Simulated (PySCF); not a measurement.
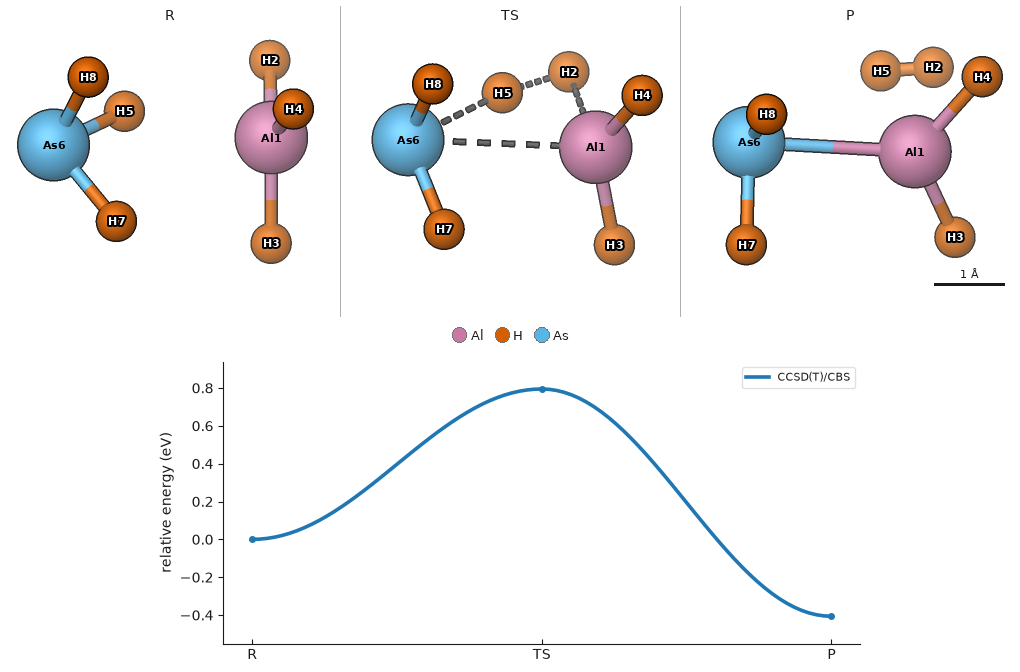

A reaction step of AlAsH$_{6}$, with its energy diagram. A ball-and-stick model, seen at a tilt. Dashed sticks mark bonds that form or break.

Stationary points at PBE0-D4/def2-TZVP, single-point energies with CCSD(T)/CBS (def2-TZVPP where no basis is named; PySCF 2.14.0). The energies are electronic, without zero-point or thermal terms, and both ends are the relaxed geometries reached downhill from the saddle, with any fragments still in contact. CCSD(T)/CBS stands for a frozen-core estimate: MP2 correlation extrapolated from def2-TZVPP and def2-QZVPP, CCSD(T) minus MP2 from the smaller set.

What happens, and what does it cost?

Counted by bonded pieces, R holds AlH₃ + AsH₃ and P holds AlAsH₄ + H₂. From R over the saddle to P, bonds form: Al1–As6 (3.23 → 2.74 → 2.44 Å), H2–H5 (2.37 → 1.12 → 0.76 Å). Bonds break: Al1–H2 (1.59 → 1.70 → 2.24 Å), H5–As6 (1.54 → 1.87 → 3.14 Å). The saddle has one imaginary mode, 1056i cm⁻¹. The end R keeps a soft imaginary mode of 197i cm⁻¹, so it isn't quite a minimum. The end P keeps a soft imaginary mode of 70i cm⁻¹, so it isn't quite a minimum. With CCSD(T)/CBS the barrier is 0.79 eV from R and 1.20 eV from P, and P lies 0.41 eV below R.
